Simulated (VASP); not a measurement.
Band structure of Bi2Se3 (relaxed from the layer:Bi2Te3 structure). These are PBEsol GGA with spin-orbit coupling, VASP's PBE PAW potentials (set 64) (plane waves; VASP 6.6.1) values and carry that method's errors.

The cell holds a wide vacuum, so values per volume refer to the whole cell.

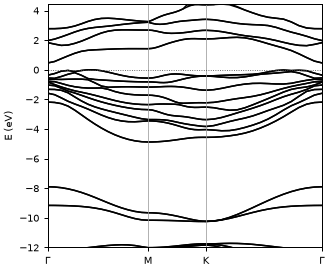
Fig. 1. Bands along high-symmetry lines, zero at the valence-band maximum or, without a gap, the Fermi level

Q: Read the plot: is there a gap, and where are the band edges?

A: The gap is indirect, 0.46 eV, from the valence maximum at Γ-M at 0.40 to the conduction minimum at Γ.

The cell is a sheet with vacuum, built from a generated structure.
